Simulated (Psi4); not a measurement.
**C2F2 (SMILES FC#CF): PBE/cc-pVTZ**

Aim: the vertical singlet–triplet gap of C2F2 at PBE/cc-pVTZ, from 2 runs. 

The calculation is run with Psi4 1.11.

## 1. The structure to begin with

C2F2: 4 atoms, total charge 0, spin state singlet. SMILES: `FC#CF`. The coordinates come from a PBE0-D4/def2-TZVP relaxation.

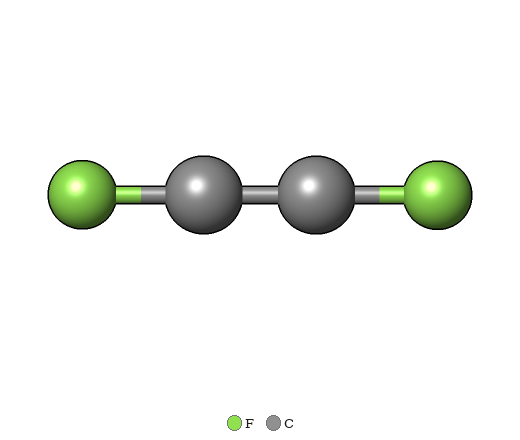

The structure, seen from a chosen angle (fluorine green, carbon grey).

## 2. Energy and forces at PBE/cc-pVTZ

Input file input.json:

```json
{
  "schema_name": "qcschema_input",
  "schema_version": 1,
  "molecule": {
    "schema_name": "qcschema_molecule",
    "schema_version": 2,
    "symbols": ["F", "C", "C", "F"],
    "geometry": [-0.25775864, 0.24188494, 3.50128456, -0.06368377, 0.05706973, 1.10208828, 0.11602918, -0.11413946, -1.12136348, 0.31010406, -0.29895467, -3.52055977],
    "molecular_charge": 0,
    "molecular_multiplicity": 1,
    "fix_symmetry": "c1"
  },
  "driver": "gradient",
  "model": {
    "method": "pbe",
    "basis": "cc-pVTZ"
  },
  "keywords": {
    "reference": "rks",
    "puream": true,
    "e_convergence": 1e-09,
    "d_convergence": 1e-08,
    "scf_type": "pk",
    "dft_radial_points": 99,
    "dft_spherical_points": 590
  }
}
```

The run is started by

```sh
$ psi4 --qcschema input.json -n 1 --memory 1600MB
```

stdout:

```text
[...]
  Running in c1 symmetry.
[...]
  Nuclear repulsion =   95.510997052494545
[...]
  Multiplicity = 1
[...]
  Nalpha       = 15
  Nbeta        = 15
[...]
    Number of basis functions: 120
[...]
   @RKS iter   1:  -275.36268612872271    3.87126e-02   5.79486e-03 DIIS/ADIIS
[...]
   @RKS iter   9:  -275.57788463288693   -7.56017e-12   2.07175e-09 DIIS
[...]
    Orbital Energies [Eh]
    ---------------------
    Doubly Occupied:
       1A    -24.337439     2A    -24.337439     3A     -9.976090
       4A     -9.973655     5A     -1.198286     6A     -1.197123
       7A     -0.712093     8A     -0.585994     9A     -0.557861
      10A     -0.468152    11A     -0.468152    12A     -0.446155
      13A     -0.446155    14A     -0.245752    15A     -0.245752
[...]
  @RKS Final Energy:  -275.57788463288693
   => Energetics <=
    Nuclear Repulsion Energy =             95.5109970524945453
    One-Electron Energy =                -569.3601184056362854
    Two-Electron Energy =                 229.6875585842322494
    DFT Exchange-Correlation Energy =     -31.4163218639774584
    Empirical Dispersion Energy =           0.0000000000000000
    VV10 Nonlocal Energy =                  0.0000000000000000
    Total Energy =                       -275.5778846328869349
[...]
 Multipole Moments:
 ------------------------------------------------------------------------------------
     Multipole            Electronic (a.u.)      Nuclear  (a.u.)        Total (a.u.)
 ------------------------------------------------------------------------------------
 L = 1.  Multiply by 2.5417464519 to convert [e a0] to [Debye]
 Dipole X            :          0.0000000           -0.0000000            0.0000000
 Dipole Y            :          0.0000000           -0.0000000            0.0000000
 Dipole Z            :         -0.0000010            0.0000000           -0.0000010
 Magnitude           :                                                    0.0000010
[...]
  -Total Gradient:
     Atom            X                  Y                   Z
    ------   -----------------  -----------------  -----------------
       1       -0.000000503606    -0.000000170104    -0.015390738433
       2       -0.000000357216    -0.000000120718    -0.013346354216
       3        0.000000357119     0.000000120609     0.013346512452
       4        0.000000503704     0.000000170213     0.015390580198
[...]
```

The result, in JSON:

```text
{
 "driver": "gradient",
 "model": {
  "method": "pbe",
  "basis": "cc-pVTZ"
 },
 "success": true,
 "return_result": [-5.036057021757994e-07, -1.701038932591203e-07, -0.015390738432858209, -3.5721622338039723e-07, -1.2071807160828356e-07, -0.013346354216297415, 3.5711857039185413e-07, 1.2060947078973117e-07, 0.013346512451837975, 5.037036307626792e-07, 1.7021267213238425e-07, 0.015390580197637671],
 "properties": {
  "calcinfo_nbasis": 120,
  "calcinfo_nmo": 120,
  "calcinfo_nalpha": 15,
  "calcinfo_nbeta": 15,
  "calcinfo_natom": 4,
  "nuclear_repulsion_energy": 95.51099705249455,
  "return_energy": -275.57788463288693,
  "return_gradient": [-5.036057021757994e-07, -1.701038932591203e-07, -0.015390738432858209, -3.5721622338039723e-07, -1.2071807160828356e-07, -0.013346354216297415, 3.5711857039185413e-07, 1.2060947078973117e-07, 0.013346512451837975, 5.037036307626792e-07, 1.7021267213238425e-07, 0.015390580197637671],
  "scf_one_electron_energy": -569.3601184056363,
  "scf_two_electron_energy": 229.68755858423225,
  "scf_xc_energy": -31.41632186397746,
  "scf_dipole_moment": [3.586403458824376e-11, 1.1696988500399866e-10, -1.0013043909573582e-06],
  "scf_total_energy": -275.57788463288693,
  "scf_total_gradient": [-5.036057021757994e-07, -1.701038932591203e-07, -0.015390738432858209, -3.5721622338039723e-07, -1.2071807160828356e-07, -0.013346354216297415, 3.5711857039185413e-07, 1.2060947078973117e-07, 0.013346512451837975, 5.037036307626792e-07, 1.7021267213238425e-07, 0.015390580197637671],
  "scf_iterations": 9
 }
}
```

Run time: 19 s. Hardware: 1 thread of Intel Xeon 6975P-C (Granite Rapids), shared host; peak memory 0.74 GiB.

## 3. The triplet at the same level

Input file calc.py:

```python
import psi4

psi4.set_memory('1600 MB')
psi4.set_num_threads(1)
psi4.set_output_file('c2f2.out', False)

geom = psi4.geometry("""
0 3
F     -0.25775864     0.24188494     3.50128456
C     -0.06368377     0.05706973     1.10208828
C      0.11602918    -0.11413946    -1.12136348
F      0.31010406    -0.29895467    -3.52055977
units au
symmetry c1
""")

psi4.set_options({
    'basis': 'cc-pVTZ',
    'reference': 'uks',
    'puream': True,
    'e_convergence': 1e-09,
    'd_convergence': 1e-08,
    'scf_type': 'pk',
    'dft_radial_points': 99,
    'dft_spherical_points': 590,
    'maxiter': 100,
})

e_tot, wfn = psi4.gradient("PBE", molecule=geom, return_wfn=True)
psi4.oeprop(wfn, "MAYER_INDICES", "MULLIKEN_CHARGES", "LOWDIN_CHARGES", title="PBE")
print('gradient / Eh bohr^-1')
print(e_tot.np.round(6))
print(f'energy = {wfn.energy():.10f} Eh')
for k, v in sorted(psi4.core.scalar_variables().items()):
    print(f'{k:45s} {v:18.10f}')
```

The run is started by

```sh
$ python calc.py
```

c2f2.out, cut to the lines that bear on the results:

```text
[...]
  Running in c1 symmetry.
[...]
  Nuclear repulsion =   95.510997052494545
[...]
  Multiplicity = 3
[...]
  Nalpha       = 16
  Nbeta        = 14
[...]
    Number of basis functions: 120
[...]
   @UKS iter   1:  -275.08383065198490    3.17568e-01   6.33426e-03 DIIS/ADIIS
[...]
   @UKS iter  11:  -275.35670190809623   -7.94671e-11   3.59328e-09 DIIS
[...]
   @S^2 Observed:                2.002608124E+00
[...]
  @UKS Final Energy:  -275.35670190809623
   => Energetics <=
    Nuclear Repulsion Energy =             95.5109970524945453
    One-Electron Energy =                -568.8174531970174712
    Two-Electron Energy =                 229.3834563818717811
    DFT Exchange-Correlation Energy =     -31.4337021454450429
    Empirical Dispersion Energy =           0.0000000000000000
    VV10 Nonlocal Energy =                  0.0000000000000000
    Total Energy =                       -275.3567019080962268
[...]
 Multipole Moments:
 ------------------------------------------------------------------------------------
     Multipole            Electronic (a.u.)      Nuclear  (a.u.)        Total (a.u.)
 ------------------------------------------------------------------------------------
 L = 1.  Multiply by 2.5417464519 to convert [e a0] to [Debye]
 Dipole X            :          0.0000001           -0.0000000            0.0000001
 Dipole Y            :         -0.0000004           -0.0000000           -0.0000004
 Dipole Z            :          0.0000002            0.0000000            0.0000002
 Magnitude           :                                                    0.0000005
[...]
  -Total Gradient:
     Atom            X                  Y                   Z
    ------   -----------------  -----------------  -----------------
       1       -0.000003345779    -0.000001033138    -0.105437110744
       2       -0.000007775620    -0.000002897443    -0.165287409362
       3        0.000007787349     0.000002867448     0.165287384424
       4        0.000003334049     0.000001063133     0.105437135682
[...]
  Mulliken Charges: (a.u.)
   Center  Symbol    Alpha    Beta     Spin     Total
       1     F     4.52585  4.39568  0.13017  0.07846
       2     C     3.47415  2.60432  0.86983 -0.07846
       3     C     3.47415  2.60432  0.86983 -0.07846
       4     F     4.52585  4.39568  0.13017  0.07846
   Total alpha = 16.00000, Total beta = 14.00000, Total charge = -0.00000
[...]
```

Standard output:

```text
gradient / Eh bohr^-1
[[-3.00000e-06 -1.00000e-06 -1.05437e-01]
 [-8.00000e-06 -3.00000e-06 -1.65287e-01]
 [ 8.00000e-06  3.00000e-06  1.65287e-01]
 [ 3.00000e-06  1.00000e-06  1.05437e-01]]
energy = -275.3567019081 Eh
CURRENT ENERGY                                   -275.3567019081
CURRENT REFERENCE ENERGY                         -275.3567019081
DD SOLVATION ENERGY                                 0.0000000000
DFT FUNCTIONAL TOTAL ENERGY                      -275.3567019081
DFT TOTAL ENERGY                                 -275.3567019081
DFT VV10 ENERGY                                     0.0000000000
DFT XC ENERGY                                     -31.4337021454
GRID ELECTRONS ALPHA                               15.9999999668
GRID ELECTRONS BETA                                13.9999999668
GRID ELECTRONS TOTAL                               29.9999999336
NUCLEAR REPULSION ENERGY                           95.5109970525
ONE-ELECTRON ENERGY                              -568.8174531970
PCM POLARIZATION ENERGY                             0.0000000000
PE ENERGY                                           0.0000000000
SCF ITERATION ENERGY                             -275.3567019081
SCF ITERATIONS                                     11.0000000000
SCF TOTAL ENERGY                                 -275.3567019081
TWO-ELECTRON ENERGY                               229.3834563819
XC GRID RADIAL POINTS                              99.0000000000
XC GRID SPHERICAL POINTS                          590.0000000000
XC GRID TOTAL POINTS                           223764.0000000000
```

Run time: 24 s. Hardware: 1 thread of Intel Xeon 6975P-C (Granite Rapids), shared host; peak memory 0.73 GiB.

## 4. What came out

At PBE/cc-pVTZ:

| quantity | value |
| --- | --- |
| singlet: total energy | -275.57788 Eh |
| singlet: dipole moment | 0.00 D |
| singlet: HOMO energy | -6.69 eV |
| singlet: LUMO energy | -0.15 eV |
| singlet: HOMO–LUMO gap | 6.53 eV |
| singlet: largest force on an atom | 0.791 eV/Å |
| triplet: total energy | -275.35670 Eh |
| triplet: dipole moment | 0.00 D |
| triplet: HOMO energy (highest over α and β) | -1.05 eV |
| triplet: ⟨S²⟩ | 2.003 |
| triplet: largest force on an atom | 8.499 eV/Å |
| vertical energy of the triplet above the singlet | 6.019 eV |

What this shows: At this shape the triplet lies 6.02 eV (139 kcal/mol) above the singlet. The largest force (singlet) is 0.79 eV/Å: the shape isn't a stationary point for this species at this level. Mulliken charges (triplet) run from -0.08 on C2 to +0.08 on F1.
